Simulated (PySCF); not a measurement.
# SiH3O (SMILES [O][SiH3]): UCISD/STO-3G

What is the vertical ionisation energy of SiH3O at UCISD/STO-3G? The job is set up through a Python script.

Program for the calculation: PySCF 2.14.0.

15 further runs of the same task are left out: 6 that didn't finish, 9 set aside as unsound or not needed.

## Step 1: Starting point

SiH3O has 5 atoms, charge 0, and is taken as a doublet. As SMILES, `[O][SiH3]`. The coordinates come from a GFN2-xTB relaxation.

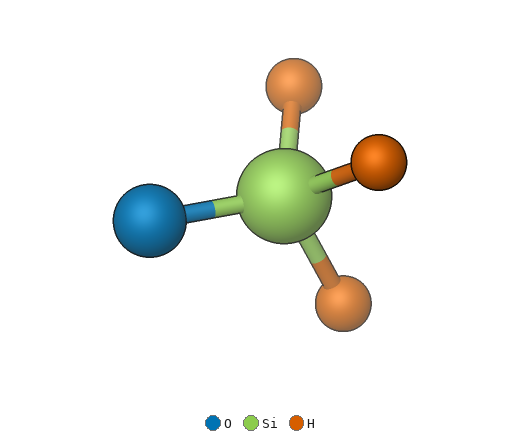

The structure, seen from a chosen angle (oxygen blue, silicon green, hydrogen orange).

## Step 2: A single-point energy at UCISD/STO-3G

Input file calc.py:

```python
from pyscf import gto, ci

mol = gto.M(
    atom=[
    ('O', (-1.416610, 0.267850, 0.690210)),
    ('Si', (-0.065850, 0.007840, 0.019870)),
    ('H', (-0.120650, -0.242400, -1.447490)),
    ('H', (0.685890, -1.159260, 0.572930)),
    ('H', (0.917210, 1.125960, 0.164480)),
],
    max_memory=1860,
    basis='sto-3g',
    verbose=3,
    spin=1,
)

hf = mol.UHF()
hf.conv_tol = 1e-10
hf.kernel()
if not hf.converged:
    hf = hf.newton().run(hf.mo_coeff, hf.mo_occ)

cisd = ci.CISD(hf, frozen=6)
cisd.kernel()
energy = cisd.e_tot
print('E = %.10f Eh' % energy)
```

Started as:

```console
OMP_NUM_THREADS=1 python calc.py
```

Log:

```text
converged SCF energy = -361.13090435388  <S^2> = 0.75558833  2S+1 = 2.0055805
E(UCISD) = -361.2060897555287  E_corr = -0.07518540164912041
E = -361.2060897555 Eh
```

Run time: 0.89 s. Hardware: 1 thread of Arm Neoverse V1, shared host; peak memory 0.12 GiB.

## Step 3: The singlet cation, same level

Input file calc.py:

```python
from pyscf import gto, scf, ci

molecule = gto.M(
    atom=[
    ('O', (-1.416610, 0.267850, 0.690210)),
    ('Si', (-0.065850, 0.007840, 0.019870)),
    ('H', (-0.120650, -0.242400, -1.447490)),
    ('H', (0.685890, -1.159260, 0.572930)),
    ('H', (0.917210, 1.125960, 0.164480)),
],
    charge=1,
    basis='sto-3g',
    max_memory=1860,
    verbose=4,
)

hf = scf.RHF(molecule)
hf.conv_tol = 1e-10
hf.kernel()
if not hf.converged:
    hf = hf.newton().run(hf.mo_coeff, hf.mo_occ)

cisd = ci.CISD(hf, frozen=6)
cisd.kernel()
e_final = cisd.e_tot
print('E = %.10f Eh' % e_final)
```

Started as:

```console
OMP_NUM_THREADS=1 python calc.py
```

Log:

```text
PySCF version 2.14.0

[INPUT] num. atoms = 5
[INPUT] num. electrons = 24
[INPUT] charge = 1
[INPUT] spin (= nelec alpha-beta = 2S) = 0
[INPUT] symmetry False subgroup None
[INPUT] Mole.unit = angstrom
[INPUT] Symbol           X                Y                Z      unit          X                Y                Z       unit  Magmom
[INPUT]  1 O     -1.416610000000   0.267850000000   0.690210000000 AA   -2.677004925320   0.506163142465   1.304307868436 Bohr   0.0
[INPUT]  2 Si    -0.065850000000   0.007840000000   0.019870000000 AA   -0.124438465303   0.014815452817   0.037548858095 Bohr   0.0
[INPUT]  3 H     -0.120650000000  -0.242400000000  -1.447490000000 AA   -0.227995456929  -0.458069612595  -2.735359668047 Bohr   0.0
[INPUT]  4 H      0.685890000000  -1.159260000000   0.572930000000 AA    1.296144251578  -2.190683907163   1.082680788547 Bohr   0.0
[INPUT]  5 H      0.917210000000   1.125960000000   0.164480000000 AA    1.733275698712   2.127756027215   0.310822152968 Bohr   0.0

nuclear repulsion = 59.280886767724
number of shells = 11
number of NR pGTOs = 51
number of NR cGTOs = 17
basis = sto-3g
ecp = {}

[... 71 lines left out ...]
converged SCF energy = -360.731589900653
[... 1 line left out ...]
******** <class 'pyscf.ci.cisd.RCISD'> ********
CISD nocc = 6, nmo = 11
frozen orbitals 6
max_cycle = 50
direct = 0
conv_tol = 1e-09
max_cycle = 50
max_space = 12
lindep = 0
nroots = 1
Init t2, MP2 energy = -0.0834640230406515
RCISD converged
E(RCISD) = -360.8569577858181  E_corr = -0.1253678851649215
E = -360.8569577858 Eh
```

Run time: 0.78 s. Hardware: 1 thread of Arm Neoverse V1, shared host; peak memory 0.1 GiB.

## Step 4: Results

At UCISD/STO-3G, 6 core orbitals frozen:

```
                                                                 quantity          value
                                              doublet SiH3O: total energy  -361.20609 Eh
                      doublet SiH3O: dipole moment (Hartree–Fock density)         0.52 D
doublet SiH3O: HOMO energy (Hartree–Fock orbitals) (highest over α and β)       -9.13 eV
 doublet SiH3O: LUMO energy (Hartree–Fock orbitals) (lowest over α and β)        7.54 eV
               doublet SiH3O: correlation energy (6 core orbitals frozen)      -75.2 mEh
                         doublet SiH3O: ⟨S²⟩ of the reference determinant          0.756
                                             singlet cation: total energy  -360.85696 Eh
                      singlet cation: HOMO energy (Hartree–Fock orbitals)      -18.20 eV
                      singlet cation: LUMO energy (Hartree–Fock orbitals)       -8.48 eV
                    singlet cation: HOMO–LUMO gap (Hartree–Fock orbitals)        9.72 eV
              singlet cation: correlation energy (6 core orbitals frozen)     -125.4 mEh
                       vertical ionisation energy (to the singlet cation)       9.500 eV
```

**Reading.** Removing an electron at fixed nuclei costs 9.50 eV (219 kcal/mol). Only the singlet of the ionised species was computed; a triplet could lie lower. In a minimal basis such a difference can be off by several eV, whatever the method.
